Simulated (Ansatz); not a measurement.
**TaN under a change: Ta → Eu**

The parent structure is TaN in the rock salt structure (space group Fm-3m, No. 225; a = 4.3963 Å).

One thing is altered: Eu takes the place of Ta on all its sites, then cell and atoms are relaxed.

The values are results of DFT with r2SCAN, PAW potentials and a 500 eV plane-wave cutoff in Ansatz (a first-principles code), no spin-orbit coupling, not measurements. Settings: 16×16×16 k-points, 0.05 eV Fermi–Dirac smearing, for the changed cell.

Volume per atom: 16.01 Å³ (base 10.62 Å³)
Space group: Fm-3m (No. 225) (base Fm-3m (No. 225))
Shortest interatomic distance: 2.520 Å (base 2.198 Å)
Band gap: zero (base zero)
Magnetic state: ferromagnetic (base not spin-polarised)

Final structure:

```yaml
crystal:
  lattice:
    - [0.00000, 2.52043, 2.52043]
    - [2.52043, 0.00000, 2.52043]
    - [2.52043, 2.52043, 0.00000]
  atoms:
    - { symbol: N, position: [0.00000, 0.00000, 0.00000] }
    - { symbol: Eu, position: [0.50000, 0.50000, 0.50000] }
```

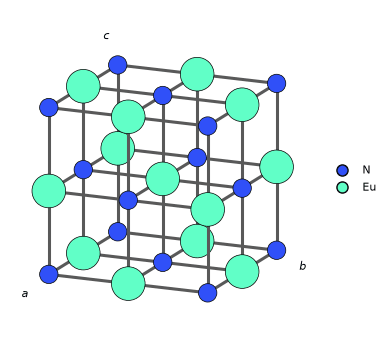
Fig. 1. The relaxed conventional cell after the change

Cost of the whole job for the changed cell (relaxation, final SCF and bands): roughly 8 core-minutes.

Other magnetic orders, which the real material may have, were not ruled out. The state of the 4f shell was not checked for lower solutions. Stability against distortions was not tested. Spin-polarised in the final run: EuN; the other runs are not. This is not the structure that TaN has at room temperature and ambient pressure.
